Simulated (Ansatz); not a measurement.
System: H$_{5}$O$_{5}$Ta.

The calculation's input:

```
crystal:
  periodic: [false, false, false]
  atoms:
    - { symbol: Ta, position_ang: [0.0, 0.0, 0.0] }
    - { symbol: O, position_ang: [2.02, 0.0, 0.0] }
    - { symbol: H, position_ang: [2.3571, -0.5308, 0.7903] }
    - { symbol: O, position_ang: [0.0, 0.0, 2.02] }
    - { symbol: H, position_ang: [-0.2547, -0.9174, 2.3571] }
    - { symbol: O, position_ang: [0.0, 0.0, -2.02] }
    - { symbol: H, position_ang: [-0.6343, -0.71, -2.3571] }
    - { symbol: O, position_ang: [-1.01, 1.7493, 0.0] }
    - { symbol: H, position_ang: [-1.4859, 1.8638, 0.8834] }
    - { symbol: O, position_ang: [-1.01, -1.7493, 0.0] }
    - { symbol: H, position_ang: [-1.6563, -1.7655, 0.776] }
basis:
  gaussian: { orbitals: def2-SVP }
hamiltonian:
  xc: hf
relax:
  f_tol: 0.02
  max_steps: 40
output:
  orbitals: {}
```

Command:

```sh
ansatz run input.yaml --threads 4 --pin off --max-ram 5120MiB --backend cpu --events-out ev --progress --plain --runs-dir out
```

The fields are those of the run's last geometry, not of the input's.

Core potentials replace the inner electrons of Ta.

Method: RHF/def2-SVP (Ansatz 0.2.0).

> Predict the electron density and electron localisation function between the atoms.

Ta–O (1.88 Å): the density is about 0.96 e/Å³ at the midpoint; the ELF peaks at about 0.85 in the valence shell of O, 0.5 Å from its nucleus, and drops to about 0.20 between the two atoms.
O–H (0.94 Å): ρ at the midpoint is about 3.8 e/Å³; the ELF climbs to about 1 towards the hydrogen, as it does in any bond to H: an ordinary covalent bond to hydrogen.
Ta–O (1.93 Å): the density is about 0.88 e/Å³ at the midpoint; the ELF peaks at about 0.80 in the valence shell of O, 0.6 Å from its nucleus, and drops to about 0.20 between the two atoms.

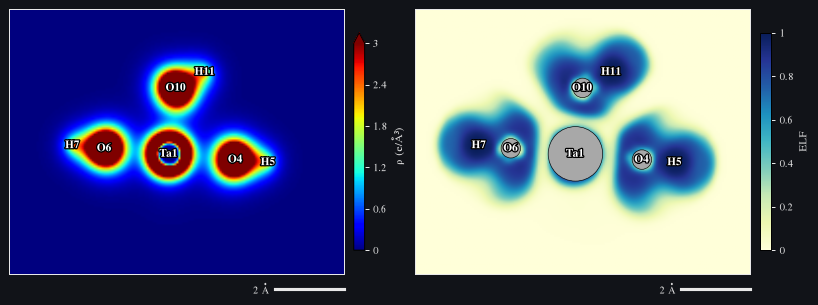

Computed electron density and electron localisation function on the plane of atoms O4, Ta1 and O10, in this order. Grey discs cover the atomic cores in the ELF map. 
